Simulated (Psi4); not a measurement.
# Frequency calculation, with input and output: BF (part 3 of 3)

Continued. System: BF (13768-60-0). Method: PBE/def2-SVP, RKS, dispersion D3(BJ) (Psi4 1.11). The geometry was optimised with PBE/def2-SVP.

Geometry of the input (Å):
```
B  0.0000  0.0000  -0.0165
F  0.0000  0.0000  1.2579
```

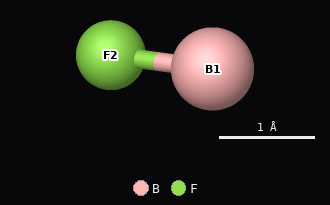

Fig. 1: The structure as given in the input (ball-and-stick view, seen at a tilt; atoms are numbered from 1 in the order of the input).

### The program's output, continued
```
 ------------------------------------------------------------------------------------
     Multipole            Electronic (a.u.)      Nuclear  (a.u.)        Total (a.u.)
 ------------------------------------------------------------------------------------

 L = 1.  Multiply by 2.5417464519 to convert [e a0] to [Debye]
 Dipole X            :          0.0001350            0.0002582            0.0003933
 Dipole Y            :          0.0000000            0.0000000            0.0000000
 Dipole Z            :          0.1716915            0.3283980            0.5000895
 Magnitude           :                                                    0.5000897

 ------------------------------------------------------------------------------------

	total time  =          0 seconds =       0.00 minutes

         ------------------------------------------------------------
                                   SCF GRAD
         ------------------------------------------------------------

  ==> Geometry <==

    Molecular point group: cs
    Full point group: C_inf_v

    Geometry (in Bohr), charge = 0, multiplicity = 1:

       Center              X                  Y                   Z               Mass
    ------------   -----------------  -----------------  -----------------  -----------------
         B           -0.001199035879     0.000000000000    -1.524791160856    11.009305360000
         F            0.000694824298     0.000000000000     0.883594866174    18.998403162730

  Nuclear repulsion =   18.684706513739535

   => Molecular Quadrature <=

    Radial Scheme          =       TREUTLER
    Pruning Scheme         =           NONE
    Nuclear Scheme         =       TREUTLER

    Blocking Scheme        =         OCTREE
    BS radius alpha        =              1
    Pruning alpha          =              1
    Radial Points          =             75
    Spherical Points       =            302
    Total Points           =          43566
    Total Blocks           =            392
    Max Points             =            256
    Max Functions          =             28
    Weights Tolerance      =       1.00E-15

  -Total Gradient:
     Atom            X                  Y                   Z
    ------   -----------------  -----------------  -----------------
       1        0.000000101370     0.000000000000     0.000128910772
       2       -0.000000127609     0.000000000000    -0.000162277576

	total time  =          1 seconds =       0.02 minutes

    Psi4 run time: 0:00:00.88

    -----------------------------------------------------------------------
                               Psi4 1.11 release

    h
    h
    h

    -----------------------------------------------------------------------

    Memory:     1.5 GiB
    Threads:    1
                ecpint, einsums, f̶o̶r̶t̶e̶, gauxc, gcp, g̶d̶m̶a̶, geometric, g̶p̶u̶_̶d̶f̶c̶c̶,
                i̶n̶t̶e̶g̶r̶a̶t̶o̶r̶x̶x̶, i̶p̶i̶, libefp, m̶d̶i̶, m̶p̶2̶d̶, m̶r̶c̶c̶, ooo,
                o̶p̶e̶n̶f̶e̶r̶m̶i̶o̶n̶p̶s̶i̶4̶, pcmsolver, p̶s̶i̶4̶f̶o̶c̶k̶c̶i̶, p̶s̶i̶x̶a̶s̶,
                p̶y̶e̶i̶n̶s̶u̶m̶s̶, r̶e̶s̶p̶, s̶i̶m̶i̶n̶t̶, s̶n̶s̶m̶p̶2̶,
                v̶2̶r̶d̶m̶_̶c̶a̶s̶s̶c̶f̶

gradient() will perform analytic gradient computation.

  ==> Geometry <==

    Molecular point group: cs
    Full point group: C_inf_v

    Geometry (in Bohr), charge = 0, multiplicity = 1:

       Center              X                  Y                   Z               Mass
    ------------   -----------------  -----------------  -----------------  -----------------
         B            0.000000000000    -0.001199035879    -1.524791160856    11.009305360000
         F            0.000000000000     0.000694824298     0.883594866174    18.998403162730

  Running in cs symmetry.

  Rotational constants: A = ************  B =      1.48901  C =      1.48901 [cm^-1]
  Rotational constants: A = ************  B =  44639.39325  C =  44639.39325 [MHz]
  Nuclear repulsion =   18.684706513739535

  Charge       = 0
  Multiplicity = 1
  Electrons    = 14
  Nalpha       = 7
  Nbeta        = 7

   => Molecular Quadrature <=

    Radial Scheme          =       TREUTLER
    Pruning Scheme         =           NONE
    Nuclear Scheme         =       TREUTLER

    Blocking Scheme        =         OCTREE
    BS radius alpha        =              1
    Pruning alpha          =              1
    Radial Points          =             75
    Spherical Points       =            302
    Total Points           =          43566
    Total Blocks           =            393
    Max Points             =            255
    Max Functions          =             28
    Weights Tolerance      =       1.00E-15

  ==> Iterations <==

                           Total Energy        Delta E     RMS |[F,P]|

   @DF-RKS iter SAD:  -124.08124893663106   -1.24081e+02   0.00000e+00
   @DF-RKS iter   1:  -124.39741252827999   -3.16164e-01   1.17997e-02 DIIS/ADIIS
   @DF-RKS iter   2:  -124.38405738787526    1.33551e-02   1.66404e-02 DIIS/ADIIS
   @DF-RKS iter   3:  -124.41959055733747   -3.55332e-02   4.73047e-03 DIIS/ADIIS
   @DF-RKS iter   4:  -124.42447398765614   -4.88343e-03   4.23853e-04 DIIS/ADIIS
   @DF-RKS iter   5:  -124.42450627155530   -3.22839e-05   2.54505e-05 DIIS
   @DF-RKS iter   6:  -124.42450642359728   -1.52042e-07   2.42330e-06 DIIS
   @DF-RKS iter   7:  -124.42450642455333   -9.56049e-10   1.75458e-07 DIIS
   @DF-RKS iter   8:  -124.42450642456033   -7.00595e-12   1.49060e-08 DIIS
   @DF-RKS iter   9:  -124.42450642456038   -4.26326e-14   9.02465e-10 DIIS
  Energy and wave function converged.

  ==> Post-Iterations <==

   Electrons on quadrature grid:
      Ntotal   =   14.0000024918 ; deviation = 2.492e-06

    Orbital Energies [Eh]
    ---------------------

    Doubly Occupied:

       1Ap   -24.351104     2Ap    -6.618847     3Ap    -1.174309
       4Ap    -0.551321     1App   -0.467469     5Ap    -0.467469
       6Ap    -0.243043

    Virtual:

       2App   -0.075186     7Ap    -0.075186     8Ap     0.084267
       9Ap     0.218571     3App    0.259250    10Ap     0.259250
      11Ap     0.443793    12Ap     0.957658     4App    0.957658
      13Ap     0.998486     5App    0.998486    14Ap     1.002698
       6App    1.179636    15Ap     1.179636    16Ap     1.424097
      17Ap     1.562267    18Ap     2.895937     7App    2.895942
      19Ap     3.184357     8App    3.184357    20Ap     3.666622

    Final Occupation by Irrep:
             Ap   App
    DOCC [     6,    1 ]
    NA   [     6,    1 ]
    NB   [     6,    1 ]

  @DF-RKS Final Energy:  -124.42450642456038

   => Energetics <=

    Nuclear Repulsion Energy =             18.6847065137395347
    One-Electron Energy =                -208.2732707183405694
    Two-Electron Energy =                  79.4349592368732260
    DFT Exchange-Correlation Energy =     -14.2705698318332299
    Empirical Dispersion Energy =          -0.0003316249993502
    VV10 Nonlocal Energy =                  0.0000000000000000
    Total Energy =                       -124.4245064245603771

Computation Completed

Properties will be evaluated at   0.000000,   0.000000,   0.000000 [a0]

Properties computed using the SCF density matrix

 Multipole Moments:

 ------------------------------------------------------------------------------------
     Multipole            Electronic (a.u.)      Nuclear  (a.u.)        Total (a.u.)
 ------------------------------------------------------------------------------------

 L = 1.  Multiply by 2.5417464519 to convert [e a0] to [Debye]
 Dipole X            :          0.0000000            0.0000000            0.0000000
 Dipole Y            :          0.0001350            0.0002582            0.0003933
 Dipole Z            :          0.1716915            0.3283980            0.5000895
 Magnitude           :                                                    0.5000897

 ------------------------------------------------------------------------------------

	total time  =          0 seconds =       0.00 minutes

         ------------------------------------------------------------
                                   SCF GRAD
         ------------------------------------------------------------

  ==> Geometry <==

    Molecular point group: cs
    Full point group: C_inf_v

    Geometry (in Bohr), charge = 0, multiplicity = 1:

       Center              X                  Y                   Z               Mass
    ------------   -----------------  -----------------  -----------------  -----------------
         B            0.000000000000    -0.001199035879    -1.524791160856    11.009305360000
         F            0.000000000000     0.000694824298     0.883594866174    18.998403162730

  Nuclear repulsion =   18.684706513739535

   => Molecular Quadrature <=

    Radial Scheme          =       TREUTLER
    Pruning Scheme         =           NONE
    Nuclear Scheme         =       TREUTLER

    Blocking Scheme        =         OCTREE
    BS radius alpha        =              1
    Pruning alpha          =              1
    Radial Points          =             75
    Spherical Points       =            302
    Total Points           =          43566
    Total Blocks           =            393
    Max Points             =            255
    Max Functions          =             28
    Weights Tolerance      =       1.00E-15

  -Total Gradient:
     Atom            X                  Y                   Z
    ------   -----------------  -----------------  -----------------
       1        0.000000000000     0.000000101373     0.000128914002
       2        0.000000000000    -0.000000127611    -0.000162280806

	total time  =          0 seconds =       0.00 minutes

    Psi4 run time: 0:00:00.87

  //>>>>>>>>>>>>>>>>>>>>>>>>>>>>>>>>>>>//
  //      FiniteDifference Results     //
  //<<<<<<<<<<<<<<<<<<<<<<<<<<<<<<<<<<<//

  Computing second-derivative from gradients using projected,
  symmetry-adapted, cartesian coordinates.

  5 gradients passed in, including the reference geometry.
  Generating complete list of displacements from unique ones.

    Operation 2 takes plus displacements of irrep B1 to minus ones.
    Operation 2 takes plus displacements of irrep B2 to minus ones.

-------------------------------------------------------------

  ==> Harmonic Vibrational Analysis <==

  non-mass-weighted Hessian:       Symmetric? True   Hermitian? True   Lin Dep Dim?  3 (0)
  projection of translations (True) and rotations (True) removed 5 degrees of freedom (5)
  total projector:                 Symmetric? True   Hermitian? True   Lin Dep Dim?  5 (5)
  mass-weighted Hessian:           Symmetric? True   Hermitian? True   Lin Dep Dim?  3 (0)
  pre-proj  low-frequency mode:    0.0000i [cm^-1]
  pre-proj  low-frequency mode:    0.0000i [cm^-1]
  pre-proj  low-frequency mode:    0.0000i [cm^-1]
  pre-proj  low-frequency mode:    0.0000  [cm^-1]
  pre-proj  low-frequency mode:    0.0000  [cm^-1]
  pre-proj  all modes:['14.9062i' '14.9061i' '0.0000i' '0.0000' '0.0000' '1373.6969']
  projected mass-weighted Hessian: Symmetric? True   Hermitian? True   Lin Dep Dim?  5 (5)
  post-proj low-frequency mode:    0.0000i [cm^-1] (TR)
  post-proj low-frequency mode:    0.0000i [cm^-1] (TR)
  post-proj low-frequency mode:    0.0000  [cm^-1] (TR)
  post-proj low-frequency mode:    0.0000  [cm^-1] (TR)
  post-proj low-frequency mode:    0.0000  [cm^-1] (TR)
  post-proj  all modes:['0.0000i' '0.0000i' '0.0000' '0.0000' '0.0000' '1373.6969']

  Vibration                       6
  Freq [cm^-1]                1373.6969
  Irrep                           A1
  Reduced mass [u]             13.0177
  Force const [mDyne/A]        14.4732
  Turning point v=0 [a0]        0.0821
  RMS dev v=0 [a0 u^1/2]        0.2093
  IR activ [km/mol]            123.9267
  Char temp [K]               1976.4440
  ----------------------------------------------------------------------------------
      1   B                0.00 -0.00  0.87
      2   F                0.00  0.00 -0.50

  ==> Thermochemistry Components <==

  Entropy, S
    Electronic S                             0.000 [cal/(mol K)]        0.000 [J/(mol K)]       0.00000000 [mEh/K] (multiplicity = 1)
    Translational S                         41.619 [cal/(mol K)]      174.132 [J/(mol K)]       0.06632345 [mEh/K] (mol. weight = 30.0077 [u], P = 101325.00 [Pa])
    Rotational S                            13.991 [cal/(mol K)]       58.538 [J/(mol K)]       0.02229589 [mEh/K] (symmetry no. = 1)
    Vibrational S                            0.781 [cal/(mol K)]        3.266 [J/(mol K)]       0.00124392 [mEh/K]
  Total S                                   56.390 [cal/(mol K)]      235.936 [J/(mol K)]       0.08986327 [mEh/K]
  Correction S                               0.000 [cal/(mol K)]        0.000 [J/(mol K)]       0.00000000 [mEh/K]

  Constant volume heat capacity, Cv
    Electronic Cv                            0.000 [cal/(mol K)]        0.000 [J/(mol K)]       0.00000000 [mEh/K]
    Translational Cv                         2.981 [cal/(mol K)]       12.472 [J/(mol K)]       0.00475022 [mEh/K]
    Rotational Cv                            1.987 [cal/(mol K)]        8.314 [J/(mol K)]       0.00316681 [mEh/K]
    Vibrational Cv                           1.350 [cal/(mol K)]        5.647 [J/(mol K)]       0.00215083 [mEh/K]
  Total Cv                                   6.318 [cal/(mol K)]       26.433 [J/(mol K)]       0.01006786 [mEh/K]
  Correction Cv                              0.000 [cal/(mol K)]        0.000 [J/(mol K)]       0.00000000 [mEh/K]

  Constant pressure heat capacity, Cp
    Electronic Cp                            0.000 [cal/(mol K)]        0.000 [J/(mol K)]       0.00000000 [mEh/K]
    Translational Cp                         4.968 [cal/(mol K)]       20.786 [J/(mol K)]       0.00791703 [mEh/K]
    Rotational Cp                            1.987 [cal/(mol K)]        8.314 [J/(mol K)]       0.00316681 [mEh/K]
    Vibrational Cp                           1.350 [cal/(mol K)]        5.647 [J/(mol K)]       0.00215083 [mEh/K]
  Total Cp                                   8.305 [cal/(mol K)]       34.748 [J/(mol K)]       0.01323467 [mEh/K]
  Correction Cp                              0.000 [cal/(mol K)]        0.000 [J/(mol K)]       0.00000000 [mEh/K]

  ==> Thermochemistry Energy Analysis <==

  Raw electronic energy, E_e
  Total E_e, Electronic energy at well bottom                                          -124.42450642 [Eh]

  Zero-point vibrational energy, ZPVE = Sum_i omega_i / 2,  E_0 = E_e + ZPVE
    Vibrational ZPVE                         1.964 [kcal/mol]        8.217 [kJ/mol]       0.00312951 [Eh]         686.848 [cm^-1]
  Correction ZPVE to E_e                     1.964 [kcal/mol]        8.217 [kJ/mol]       0.00312951 [Eh]         686.848 [cm^-1]
  Total E_0, Enthalpy at 0 [K]                                                         -124.42137691 [Eh]
  *** Absolute enthalpy, not an enthalpy of formation ***

  Thermal (internal) energy, E (includes ZPVE and finite-temperature corrections)
    Electronic contrib to E beyond E_e       0.000 [kcal/mol]        0.000 [kJ/mol]       0.00000000 [Eh]
    Translational contrib to E               2.683 [kcal/mol]       11.225 [kJ/mol]       0.00427519 [Eh]
    Rotational contrib to E                  1.788 [kcal/mol]        7.483 [kJ/mol]       0.00285013 [Eh]
    Vibrational contrib to E                 2.455 [kcal/mol]       10.273 [kJ/mol]       0.00391293 [Eh]
  Correction E                               6.927 [kcal/mol]       28.981 [kJ/mol]       0.01103825 [Eh]
  Total E, Thermal (internal) energy at  900.00 [K]                                    -124.41346818 [Eh]

  Enthalpy, H_trans = E_trans + k_B * T = E_trans + P * V
    Electronic contrib to H beyond E_e       0.000 [kcal/mol]        0.000 [kJ/mol]       0.00000000 [Eh]
    Translational contrib to H               4.471 [kcal/mol]       18.708 [kJ/mol]       0.00712532 [Eh]
    Rotational contrib to H                  1.788 [kcal/mol]        7.483 [kJ/mol]       0.00285013 [Eh]
    Vibrational contrib to H                 2.455 [kcal/mol]       10.273 [kJ/mol]       0.00391293 [Eh]
  Correction H                               8.715 [kcal/mol]       36.464 [kJ/mol]       0.01388838 [Eh]
  Total H, Enthalpy at  900.00 [K]                                                     -124.41061805 [Eh]
  *** Absolute enthalpy, not an enthalpy of formation ***

  Gibbs free energy, G = H - T * S
    Electronic contrib to G beyond E_e       0.000 [kcal/mol]        0.000 [kJ/mol]       0.00000000 [Eh]
    Translational contrib to G             -32.986 [kcal/mol]     -138.011 [kJ/mol]      -0.05256578 [Eh]
    Rotational contrib to G                -10.803 [kcal/mol]      -45.201 [kJ/mol]      -0.01721618 [Eh]
    Vibrational contrib to G                 1.753 [kcal/mol]        7.334 [kJ/mol]       0.00279340 [Eh]
  Correction G                             -42.036 [kcal/mol]     -175.878 [kJ/mol]      -0.06698856 [Eh]
  Total G, Gibbs energy at  900.00 [K]                                                 -124.49149499 [Eh]
  *** Absolute Gibbs energy, not a free energy of formation ***

  Variable Map:
  ----------------------------------------------------------------------------
  "CURRENT ENERGY"                          =>    -124.424506424477
  "CURRENT REFERENCE ENERGY"                =>    -124.424506424477
  "DD SOLVATION ENERGY"                     =>       0.000000000000
  "DFT FUNCTIONAL TOTAL ENERGY"             =>    -124.424174799477
  "DFT TOTAL ENERGY"                        =>    -124.424506424477
  "DFT VV10 ENERGY"                         =>       0.000000000000
  "DFT XC ENERGY"                           =>     -14.270570013312
  "DISPERSION CORRECTION ENERGY"            =>      -0.000331625000
  "ENTHALPY"                                =>    -124.410618046079
  "ENTHALPY CORRECTION"                     =>       0.013888378397
  "FINDIF NUMBER"                           =>       5.000000000000
  "GIBBS FREE ENERGY"                       =>    -124.491494988141
  "GIBBS FREE ENERGY CORRECTION"            =>      -0.066988563664
  "GRID ELECTRONS ALPHA"                    =>       7.000001245895
  "GRID ELECTRONS BETA"                     =>       7.000001245895
  "GRID ELECTRONS TOTAL"                    =>      14.000002491790
  "NUCLEAR REPULSION ENERGY"                =>      18.684712290706
  "ONE-ELECTRON ENERGY"                     =>    -208.273281050317
  "PBE-D3(BJ) DISPERSION CORRECTION ENERGY" =>      -0.000331625000
  "PCM POLARIZATION ENERGY"                 =>       0.000000000000
  "PE ENERGY"                               =>       0.000000000000
  "SCF ITERATION ENERGY"                    =>    -124.424506424477
  "SCF ITERATIONS"                          =>       9.000000000000
  "SCF TOTAL ENERGY"                        =>    -124.424506424477
  "THERMAL ENERGY"                          =>    -124.413468175522
  "THERMAL ENERGY CORRECTION"               =>       0.011038248955
  "TWO-ELECTRON ENERGY"                     =>      79.434963973447
  "ZERO K ENTHALPY"                         =>    -124.421376912632
  "ZPVE"                                    =>       0.003129511844

  Array Variable Map:
  ----------------------------------------------------------------------------
  "-D GRADIENT"                             =>       0.000000000000 ... 0.000001260499 2 by 3
  "CURRENT DIPOLE"                          =>       0.000000000000 ... 0.500090387930 1 by 3
  "CURRENT DIPOLE GRADIENT"                 =>      -0.207645089596 ... -0.941302001948 6 by 3
  "CURRENT GRADIENT"                        =>       0.000000000000 ... -0.000162650955 2 by 3
  "CURRENT HESSIAN"                         =>      -0.000058608741 ... 0.497757122728 6 by 6
  "DFT TOTAL GRADIENT"                      =>       0.000000000000 ... -0.000162650955 2 by 3
  "DISPERSION CORRECTION GRADIENT"          =>       0.000000000000 ... 0.000001260499 2 by 3
  "PBE-D3(BJ) DISPERSION CORRECTION GRADIENT" =>       0.000000000000 ... 0.000001260499 2 by 3
  "PBE-D3BJ2B DIPOLE GRADIENT"              =>      -0.207645089596 ... -0.941302001948 6 by 3
  "PBE-D3BJ2B TOTAL GRADIENT"               =>       0.000000000000 ... -0.000162650955 2 by 3
  "PBE-D3BJ2B TOTAL HESSIAN"                =>      -0.000058608741 ... 0.497757122728 6 by 6
  "SCF DIPOLE"                              =>       0.000000000000 ... 0.500090387930 1 by 3
  "SCF TOTAL ENERGIES"                      =>    -124.081249243224 ... -124.424506424477 1 by 10
  "SCF TOTAL GRADIENT"                      =>       0.000000000000 ... -0.000162650955 2 by 3

    Psi4 run time: 0:00:06.60

[set-up sections that repeat, and orbital energies of the middle runs, are left out above]
```

### Summary

```json
{"quantity": "outcome", "value": "converged"}
{"quantity": "total energy", "value": "−124.424506 hartree"}
{"quantity": "dispersion energy", "value": "−0.000332 hartree"}
{"quantity": "basis functions", "value": "28"}
{"quantity": "zero-point energy", "value": "0.003130 hartree"}
{"quantity": "dipole moment", "value": "1.27 D"}
{"quantity": "wavenumbers, lowest and highest", "value": "1374 cm⁻¹"}
{"quantity": "wall time", "value": "7.8 s"}
{"quantity": "peak memory", "value": "0.26 GiB"}
```
